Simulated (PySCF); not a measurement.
## What a change does: excited-state calculation on BSi2PNH9

System: BSi2PNH9, SMILES BN([SiH3])[SiH2]P.
Method of run 1: TDDFT PBE0/def2-SVP, vertical, gas phase, core orbitals frozen in the response (PySCF 2.14.0).

The geometry comes from this level: PBE0-D3(BJ)/def2-SVP. Text and figures count atoms from 1; the logs count them from 0 in places.

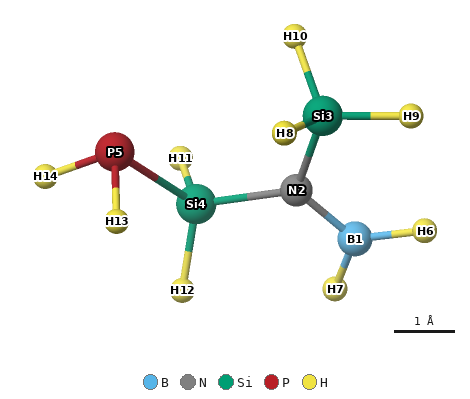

The structure as given in the input (ball-and-stick view, seen at a tilt; atoms are numbered from 1 in the order of the input).

### The input, run 1
```
{"job": {"kind": "uv", "xc": "PBE0", "basis": "def2-SVP"}, "charge": 0, "multiplicity": 1}
B     -1.796971    -1.089931    -0.233986
N     -0.834673    -0.170568     0.242675
Si    -1.310526     1.441795     0.808764
Si     0.851283    -0.724309     0.317499
P      2.198455     1.097436     0.412071
H     -2.968826    -0.787217    -0.271626
H     -1.439168    -2.188684    -0.604837
H     -0.653930     2.487131    -0.032560
H     -2.790281     1.554611     0.701509
H     -0.875560     1.635273     2.223609
H      1.093313    -1.488110     1.578958
H      1.124911    -1.604424    -0.852861
H      2.201204     1.300310    -1.001943
H      3.372902     0.282669     0.401621
```

The first line tells a small driver script what to run in PySCF; the rest is the geometry in Å.

Command:
```bash
OMP_NUM_THREADS=1 python <driver script> task.json out
```

Hardware: 1 CPU thread, shared host.

### Output (run 1)
```
coarse grid: 12600 points
cycle   1  E = -1004.4268514950  dE = -3.026e-02  |g| = 3.543e-01  |ddm| = 3.424e+00
cycle   2  E = -1004.4000694644  dE =  2.678e-02  |g| = 4.963e-01  |ddm| = 7.519e-01
cycle   3  E = -1004.4564391640  dE = -5.637e-02  |g| = 7.271e-02  |ddm| = 4.436e-01
cycle   4  E = -1004.4577212298  dE = -1.282e-03  |g| = 2.102e-02  |ddm| = 9.697e-02
cycle   5  E = -1004.4578644117  dE = -1.432e-04  |g| = 3.127e-03  |ddm| = 3.142e-02
cycle   6  E = -1004.4578680181  dE = -3.606e-06  |g| = 7.410e-04  |ddm| = 5.822e-03
final grid: 106328 points
cycle   7  E = -1004.5745880390  dE = -1.112e-05  |g| = 5.071e-03  |ddm| = 2.269e-02
cycle   8  E = -1004.5745790613  dE =  8.978e-06  |g| = 8.111e-03  |ddm| = 1.220e-02
cycle   9  E = -1004.5745944353  dE = -1.537e-05  |g| = 6.969e-04  |ddm| = 6.929e-03
cycle  10  E = -1004.5745945783  dE = -1.430e-07  |g| = 8.831e-05  |ddm| = 1.050e-03
cycle  11  E = -1004.5745945808  dE = -2.564e-09  |g| = 2.163e-05  |ddm| = 1.513e-04
cycle  12  E = -1004.5745945810  dE = -1.655e-10  |g| = 5.056e-06  |ddm| = 4.025e-05
converged SCF energy = -1004.5745945810

Static polarisability (au): isotropic 90.693, principal 72.555 90.207 109.317

Singlet excitations
state   eV       nm        f      main configurations
  1   6.2171    199.4   0.00482   H->L 0.74, H-2->L 0.17
  2   6.4700    191.6   0.00306   H-2->L 0.71, H->L+1 0.15
  3   6.6401    186.7   0.05852   H->L+1 0.67, H->L 0.17
  4   6.9192    179.2   0.11300   H-1->L 0.96
  5   7.1028    174.6   0.00076   H-1->L+1 0.92
  6   7.1882    172.5   0.01007   H->L+2 0.83
  7   7.3313    169.1   0.01632   H->L+3 0.82, H->L+4 0.12
  8   7.6577    161.9   0.02477   H-2->L+1 0.88
  9   7.7340    160.3   0.14663   H->L+4 0.64, H->L+3 0.10
 10   7.8607    157.7   0.00271   H-1->L+2 0.45, H-1->L+3 0.35

Triplet excitations (Tamm-Dancoff, eV): 5.6239 5.6415 5.7412 5.8791
```

The input of run 2 differs as follows (lines with − go, lines with + come):
```diff
-"basis": "def2-SVP"
+"basis": "def2-TZVPD"
```

How does run 2 compare with run 1?

The total energy of run 2 is 261.5 kcal/mol lower, which measures the change of basis and not a stability. The LUMO goes from −0.44 to −0.74 eV. The dipole moment goes from 0.95 to 0.79 D. The lowest excitation goes from 6.22 to 5.91 eV. The strongest computed line goes from 7.73 to 6.95 eV. Diffuse functions give room to the loosely bound empty orbitals, which lowers the LUMO. The number of SCF iterations is the same. The basis functions go from 127 to 284.

### Output (run 2)
```
coarse grid: 12600 points
cycle   1  E = -1004.9616259758  dE = -2.128e-02  |g| = 4.008e-01  |ddm| = 3.323e+00
cycle   2  E = -1004.9261280517  dE =  3.550e-02  |g| = 5.625e-01  |ddm| = 6.431e-01
cycle   3  E = -1004.9938888887  dE = -6.776e-02  |g| = 8.830e-02  |ddm| = 3.897e-01
cycle   4  E = -1004.9955125279  dE = -1.624e-03  |g| = 2.698e-02  |ddm| = 9.159e-02
cycle   5  E = -1004.9957034550  dE = -1.909e-04  |g| = 5.229e-03  |ddm| = 3.107e-02
cycle   6  E = -1004.9957108686  dE = -7.414e-06  |g| = 1.499e-03  |ddm| = 7.684e-03
final grid: 106328 points
cycle   7  E = -1004.9912917292  dE = -2.918e-05  |g| = 6.355e-03  |ddm| = 1.180e-01
cycle   8  E = -1004.9912838096  dE =  7.920e-06  |g| = 8.630e-03  |ddm| = 1.305e-02
cycle   9  E = -1004.9912997230  dE = -1.591e-05  |g| = 1.365e-03  |ddm| = 6.599e-03
cycle  10  E = -1004.9913001264  dE = -4.033e-07  |g| = 2.276e-04  |ddm| = 1.187e-03
cycle  11  E = -1004.9913001418  dE = -1.542e-08  |g| = 4.997e-05  |ddm| = 2.965e-04
cycle  12  E = -1004.9913001425  dE = -7.233e-10  |g| = 1.113e-05  |ddm| = 7.972e-05
converged SCF energy = -1004.9913001425

Static polarisability (au): isotropic 105.157, principal 84.781 106.429 124.261

Singlet excitations
state   eV       nm        f      main configurations
  1   5.9134    209.7   0.00057   H->L 0.79
  2   6.2457    198.5   0.01768   H-2->L 0.48, H->L+1 0.38
  3   6.3392    195.6   0.01972   H->L+1 0.42, H-2->L 0.35, H->L 0.10
  4   6.4722    191.6   0.04321   H->L+2 0.83
  5   6.6211    187.3   0.08200   H-1->L 0.95
  6   6.6525    186.4   0.01382   H->L+3 0.84
  7   6.7772    182.9   0.00025   H-1->L+1 0.92
  8   6.9522    178.3   0.17421   H->L+4 0.75
  9   7.2483    171.1   0.01387   H->L+5 0.55, H-1->L+2 0.24
 10   7.2816    170.3   0.02279   H-1->L+2 0.65, H->L+5 0.22

Triplet excitations (Tamm-Dancoff, eV): 5.3493 5.4178 5.5605 5.6328
```

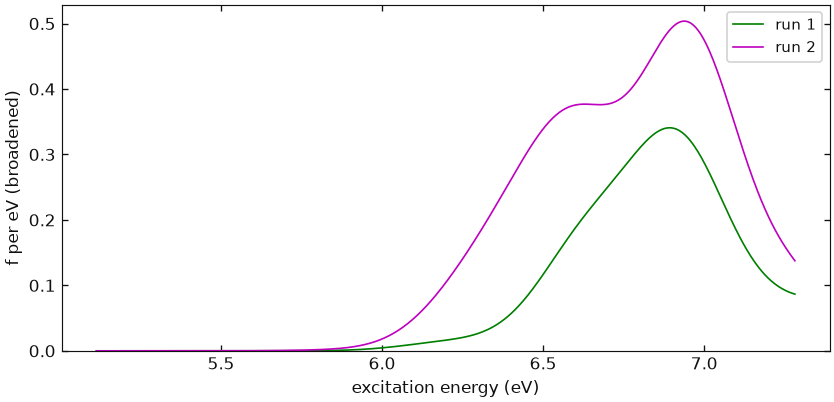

Absorption of the two runs from their computed states, each broadened by a Gaussian of 0.35 eV full width; the range ends where the shorter list of states ends.

### The two runs side by side

```tsv
quantity	run 1	run 2
outcome	converged	converged
total energy (hartree)	−1004.574595	−1004.991300
HOMO (eV)	−7.67	−7.70
LUMO (eV)	−0.44	−0.74
dipole moment (D)	0.95	0.79
lowest excitation (eV)	6.22	5.91
SCF iterations	12	12
strongest computed line (eV)	7.73	6.95
basis functions	127	284
wall time (shared host)	15 s	54 s
```
